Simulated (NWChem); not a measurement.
# the pair O3···BHO2: a chain of runs

Aim: the energy (singlet BHO5, MP2/6-31+G*), then a single-point energy (singlet O3, MP2/6-31+G*), then a single-point energy (singlet BHO2, MP2/6-31+G*), then the energy (singlet O3, MP2/6-31+G*), then a single-point energy (singlet BHO2, MP2/6-31+G*) of BHO5 and its partners. 

The results are computed with NWChem 7.3.0.

**1. The system as given**

BHO5: 7 atoms, total charge 0, spin state singlet. The two molecules were placed rigidly side by side, at 0.9 times their contact distance; the pair isn't optimised.

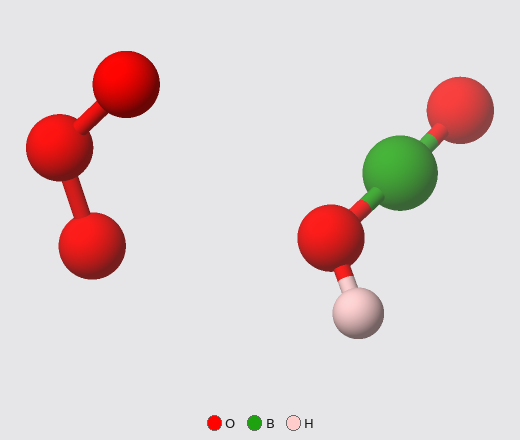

Viewed from a chosen angle; oxygen red, boron green, hydrogen pink.

**2. The energy at MP2/6-31+G(d) (spherical functions) (run 1)**

Contents of bho5.nw:

```
start bho5
title "BHO5 energy"
memory total 2200 mb
charge 0

geometry units angstrom noautosym nocenter noautoz
O        0.848700      -0.535900       0.409500
O       -0.228900      -0.317600      -0.159400
O       -0.619800       0.853500      -0.250100
O        0.476160       1.778950       4.319490
B        0.532570       2.027760       3.136210
O        0.588800       2.243650       1.833410
H        0.688660       3.154390       1.546280
end

basis "ao basis" spherical bse
* library 6-31+G*
end

scf
thresh 1e-08
maxiter 80
noprint "final vectors analysis"
end

mp2
freeze core 6
tight
end

task mp2 energy
```

On the command line:

```sh
$ nwchem bho5.nw > bho5.out
```

Log:

```text
[...]
  functions       =   110
[...]
  wavefunction    = RHF
[...]
         Total SCF energy =   -399.344880515538
      One-electron energy =   -944.269297779400
      Two-electron energy =    346.008727906353
 Nuclear repulsion energy =    198.915689357509
        Time for solution =     53.6s
[...]
          Total MP2 energy          -400.384117338877
[...]
```

It took 64 s on 1 thread of Intel Xeon Platinum 8259CL at 2.50GHz (Skylake/Cascade Lake), shared host; peak memory 0.43 GiB.

**3. O3: a single-point energy at MP2/6-31+G(d) (spherical functions) (run 2)**

Contents of test.nw:

```
start test
title "O3"
memory stack 880 mb heap 220 mb global 1100 mb

geometry units angstrom noautosym nocenter noautoz
   O        0.848700      -0.535900       0.409500
   O       -0.228900      -0.317600      -0.159400
   O       -0.619800       0.853500      -0.250100
end

basis spherical bse
   O library 6-31+G*
end

scf
   thresh 1e-08
   maxiter 80
   print low
end

mp2
   freeze core 3
   tight
end

task mp2 energy
```

On the command line:

```sh
$ nwchem test.nw > test.out
```

Log:

```text
[...]
  functions       =    54
[...]
  wavefunction    = RHF
[...]
         Total SCF energy =   -224.263865159952
      One-electron energy =   -448.171015826151
      Two-electron energy =    153.265497221068
 Nuclear repulsion energy =     70.641653445132
        Time for solution =      3.0s
[...]
          Total MP2 energy          -224.869513874841
[...]
```

Run time: 4.5 s. Hardware: 1 thread of Intel Xeon Platinum 8259CL at 2.50GHz (Skylake/Cascade Lake), shared host; peak memory 0.12 GiB.

**4. BHO2: the energy at MP2/6-31+G(d) (spherical functions) (run 3)**

Contents of test.nw:

```
start test
memory 2200 mb
geometry units au noautosym nocenter noautoz
  O   0.89981199  3.36172829  8.16265310
  B   1.00641144  3.83191105  5.92657797
  O   1.11267074  4.23988402  3.46464277
  H   1.30137879  5.96093319  2.92204571
end
basis spherical bse
  O library 6-31+G*
  B library 6-31+G*
  H library 6-31+G*
end
scf
  thresh 1e-08
  maxiter 80
  noprint "final vectors analysis"
end
mp2
  freeze core 3
  tight
end
task mp2 energy
```

On the command line:

```sh
$ nwchem test.nw > test.out
```

Log:

```text
[...]
  functions       =    56
[...]
  wavefunction    = RHF
[...]
         Total SCF energy =   -175.083925733947
      One-electron energy =   -347.435692399647
      Two-electron energy =    118.346203846424
 Nuclear repulsion energy =     54.005562819276
        Time for solution =      4.4s
[...]
          Total MP2 energy          -175.515435731661
[...]
```

It took 6 s on 1 thread of Intel Xeon Platinum 8259CL at 2.50GHz (Skylake/Cascade Lake), shared host; peak memory 0.12 GiB.

**5. O3 among ghost functions: the energy at MP2/6-31+G(d) (spherical functions, with ghost functions) (run 4)**

Contents of o3.nw:

```
start o3
title "O3"
memory stack 880 mb heap 220 mb global 1100 mb
geometry noautosym nocenter noautoz
O        0.848700      -0.535900       0.409500
O       -0.228900      -0.317600      -0.159400
O       -0.619800       0.853500      -0.250100
bqO      0.476160     1.778950     4.319490
bqB      0.532570     2.027760     3.136210
bqO      0.588800     2.243650     1.833410
bqH      0.688660     3.154390     1.546280
end
basis spherical bse
O library 6-31+G*
bqO library O 6-31+G*
bqB library B 6-31+G*
bqH library H 6-31+G*
end
scf
thresh 1e-08
maxiter 80
print low
end
mp2
freeze core 3
tight
end
task mp2 energy
```

On the command line:

```sh
$ nwchem o3.nw > o3.out
```

Log:

```text
[...]
  functions       =   110
[...]
  wavefunction    = RHF
[...]
         Total SCF energy =   -224.264298144312
      One-electron energy =   -448.174169479478
      Two-electron energy =    153.268217890034
 Nuclear repulsion energy =     70.641653445132
        Time for solution =     32.6s
[...]
          Total MP2 energy          -224.870428409262
[...]
```

Wall time 39 s (1 thread of Intel Xeon Platinum 8259CL at 2.50GHz (Skylake/Cascade Lake), shared host); peak memory 0.29 GiB.

**6. BHO2 among ghost functions: the energy at MP2/6-31+G(d) (spherical functions, with ghost functions) (run 5)**

Contents of calc.nw:

```
start calc
memory total 2200 mb
geometry units au noautosym nocenter noautoz
  O   0.89981199  3.36172829  8.16265310
  B   1.00641144  3.83191105  5.92657797
  O   1.11267074  4.23988402  3.46464277
  H   1.30137879  5.96093319  2.92204571
  bqO      1.603811    -1.012704     0.773843
  bqO     -0.432558    -0.600177    -0.301222
  bqO     -1.171252     1.612881    -0.472621
end
basis spherical bse
  O library 6-31+G*
  B library 6-31+G*
  H library 6-31+G*
  bqO library O 6-31+G*
end
scf
  thresh 1e-08
  maxiter 80
  noprint "final vectors analysis"
end
mp2
  freeze core 3
  tight
end
task mp2 energy
```

On the command line:

```sh
$ nwchem calc.nw > calc.out
```

Log:

```text
[...]
  functions       =   110
[...]
  wavefunction    = RHF
[...]
         Total SCF energy =   -175.084408593649
      One-electron energy =   -347.436151221052
      Two-electron energy =    118.346179808126
 Nuclear repulsion energy =     54.005562819276
        Time for solution =     30.9s
[...]
          Total MP2 energy          -175.516480068252
[...]
```

Wall time 38 s (1 thread of Intel Xeon Platinum 8259CL at 2.50GHz (Skylake/Cascade Lake), shared host); peak memory 0.28 GiB.

**7. What came out**

```
                                                                                                              quantity          value
                                                                                      run 1, MP2/6-31+G*: total energy  -400.38412 Eh
                                                       run 1, MP2/6-31+G*: correlation energy (6 core orbitals frozen)    -1039.2 mEh
                                                                                                      O3: total energy  -224.86951 Eh
                                                                       O3: correlation energy (3 core orbitals frozen)     -605.6 mEh
                                                                                                    BHO2: total energy  -175.51544 Eh
                                                                     BHO2: correlation energy (3 core orbitals frozen)     -431.5 mEh
                                                                                O3 among ghost functions: total energy  -224.87043 Eh
                                                 O3 among ghost functions: correlation energy (3 core orbitals frozen)     -606.1 mEh
                                                                              BHO2 among ghost functions: total energy  -175.51648 Eh
                                               BHO2 among ghost functions: correlation energy (3 core orbitals frozen)     -432.1 mEh
              interaction energy of the rigid parts O3 and BHO2 (parts in their own basis; closest atoms 2.78 Å apart)       0.023 eV
interaction energy of the rigid parts O3 and BHO2 (parts in the whole basis, counterpoise; closest atoms 2.78 Å apart)       0.076 eV
```

What this shows: The interaction energy of the rigid parts O3 and BHO2 (parts in their own basis; closest atoms 2.78 Å apart) is 0.02 eV (2.2 kJ/mol): the parts repel at this shape. Without counterpoise this holds the superposition error of the basis. The interaction energy of the rigid parts O3 and BHO2 (parts in the whole basis, counterpoise; closest atoms 2.78 Å apart) is 0.08 eV (7.3 kJ/mol): the parts repel at this shape. The basis-set superposition error is 5.1 kJ/mol. Mulliken charges (run 1, MP2/6-31+G*) run from -0.96 on O6 to +1.01 on B5; in a basis this large or diffuse they mean little. Mulliken charges (BHO2) run from -0.92 on O3 to +1.01 on B2; in a basis this large or diffuse they mean little.
